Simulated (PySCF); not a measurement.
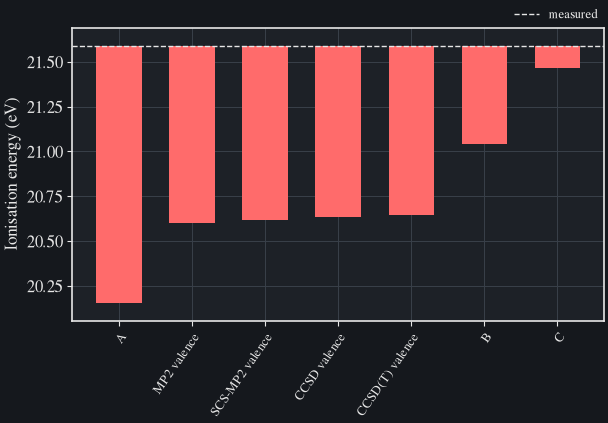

The ionisation energy of Br⁺ ([Ar] 3d¹⁰ 4s² 4p⁴ → [Ar] 3d¹⁰ 4s² 4p³) by several methods, in rising order. PySCF, aug-cc-pVDZ-PP with a 10-electron core potential, unrestricted single determinants, no spin-orbit coupling. Methods marked “valence” freeze 18 core electrons. The lettered entries are B3LYP, HF and M06-L in some order.

Question: Which letter is which method?

Answer: A is HF (20.16 eV); B is M06-L (21.04 eV); C is B3LYP (21.47 eV). The values run from 20.16 eV (HF) to 21.47 eV (B3LYP). The measured value is 21.59 eV; nearest to it come B3LYP (−0.12) and M06-L (−0.55), furthest HF (−1.43 eV).

Note: spin-orbit shift not estimated.
